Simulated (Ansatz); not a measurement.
# HOF (hypofluorous acid): revPBE/aug-cc-pVTZ

Aim: the vertical singlet–triplet gap of HOF (hypofluorous acid) at revPBE/aug-cc-pVTZ, from 2 runs. 

The calculation is run with Ansatz 0.2.0.

48 further runs of the same task are left out: 48 set aside as unsound or not needed.

### 1 Starting point

HOF: 3 atoms, total charge 0, spin state singlet. As SMILES, `OF`. Geometry: relaxed at PBE0-D4/def2-TZVP.

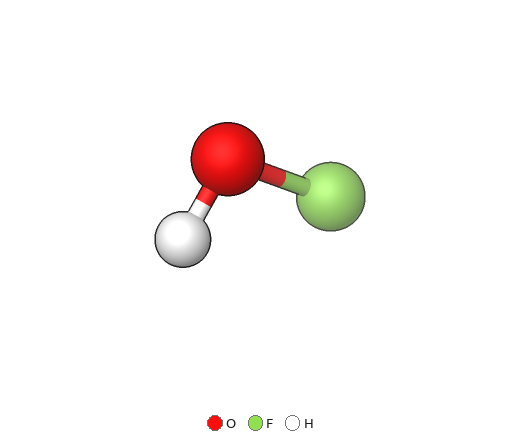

The structure, seen from a chosen angle (oxygen red, fluorine green, hydrogen white).

### 2 A single-point energy at revPBE/aug-cc-pVTZ

File job.yaml:

```yaml
crystal:
  periodic: [false, false, false]
  atoms:
    - {symbol: O, position_ang: [0.430590, -0.210340, 0.216330]}
    - {symbol: F, position_ang: [-0.221910, 1.014620, -0.010980]}
    - {symbol: H, position_ang: [-0.208690, -0.804280, -0.205350]}
basis:
  gaussian: {orbitals: aug-cc-pVTZ}
hamiltonian: {xc: {name: revPBE}}
accuracy: high
output: {orbitals: {seedname: orbitals}}
```

Run with:

```
ansatz run job.yaml --threads 1 --pin off --max-ram 3480MiB --events-out events.jsonl --progress --plain --runs-dir runs
```

The program printed:

```text
Warning: RAYON_NUM_THREADS=1 ignored (pool sized by the plan → 1); use --threads N
Functional definition: revPBE
  name "revPBE"
  parameter kappa = 1.245
  parameter beta = 0.06672455060314922
  exchange = pbe_x(kappa = kappa, mu = beta*pi^2/3)
  correlation = pbe_c(beta = beta)
1764 factors; integrals over basis functions are off by at most 3.3e-9 eV
mean field evaluation 1: about -4775.2138 eV, gradient 3.7e1 eV
mean field evaluation 2: about -4768.1608 eV, gradient 7.2e1 eV
mean field evaluation 4: about -4777.2661 eV, gradient 4.2e0 eV
mean field evaluation 8: about -4777.2944 eV, gradient 8.6e-3 eV
mean field evaluation 16: about -4777.2944 eV, gradient 2.1e-7 eV
mean field -4777.29441934 eV, -175.5623317442 hartree, gradient 3.3e-8 eV, S^2 0.000000; 0 other end points of the search recorded, 0 dependent functions left out
reference -4777.29442367 eV, -175.5623319033 hartree; 9, 9 occupied and 106, 106 virtual orbitals, 1764 factors
Total energy: -4777.29442367 eV, -175.5623319033 hartree
```

Run time: 3.3 s. Hardware: 1 thread of Arm Neoverse V2, shared host; peak memory 0.24 GiB.

### 3 The triplet at the same level

File run.yaml:

```yaml
crystal:
  periodic: [false, false, false]
  atoms:
    - {symbol: O, position_ang: [0.430590, -0.210340, 0.216330]}
    - {symbol: F, position_ang: [-0.221910, 1.014620, -0.010980]}
    - {symbol: H, position_ang: [-0.208690, -0.804280, -0.205350]}
basis:
  gaussian:
    orbitals: aug-cc-pVTZ
magnetization:
  spin_polarized: true
  initial_magnetization: 2
hamiltonian:
  xc: {name: revPBE}
accuracy: high
output: {orbitals: {seedname: orbitals}}
```

Run with:

```
ansatz run run.yaml --threads 1 --pin off --max-ram 3480MiB --events-out events.jsonl --progress --plain --runs-dir runs
```

The program printed, cut to the lines that bear on the results:

```text
Warning: RAYON_NUM_THREADS=1 ignored (pool sized by the plan → 1); use --threads N
[... 6 set-up lines as earlier in the session ...]
1764 factors; integrals over basis functions are off by at most 3.3e-9 eV
mean field evaluation 1: about -4770.9438 eV, gradient 2.9e1 eV
mean field evaluation 2: about -4749.1897 eV, gradient 7.3e1 eV
mean field evaluation 4: about -4773.4243 eV, gradient 8.6e0 eV
mean field evaluation 8: about -4773.6429 eV, gradient 3.8e-1 eV
mean field evaluation 16: about -4773.6434 eV, gradient 4.7e-5 eV
mean field -4773.64341237 eV, -175.4281597127 hartree, gradient 4.3e-8 eV, S^2 2.005184; 0 other end points of the search recorded, 0 dependent functions left out
reference -4773.64341802 eV, -175.4281599204 hartree; 10, 8 occupied and 105, 107 virtual orbitals, 1764 factors
Total energy: -4773.64341802 eV, -175.4281599204 hartree
```

Run time: 4.8 s. Hardware: 1 thread of Arm Neoverse V2, shared host; peak memory 0.27 GiB.

### 4 Results

At revPBE/aug-cc-pVTZ:

```
                                        quantity          value
                           singlet: total energy  -175.56233 Eh
                            singlet: HOMO energy       -7.13 eV
                            singlet: LUMO energy       -2.75 eV
                          singlet: HOMO–LUMO gap        4.39 eV
                           triplet: total energy  -175.42816 Eh
     triplet: HOMO energy (highest over α and β)       -3.46 eV
                                   triplet: ⟨S²⟩          2.005
vertical energy of the triplet above the singlet       3.651 eV
```

**Reading.** At this shape the triplet lies 3.65 eV (84 kcal/mol) above the singlet.
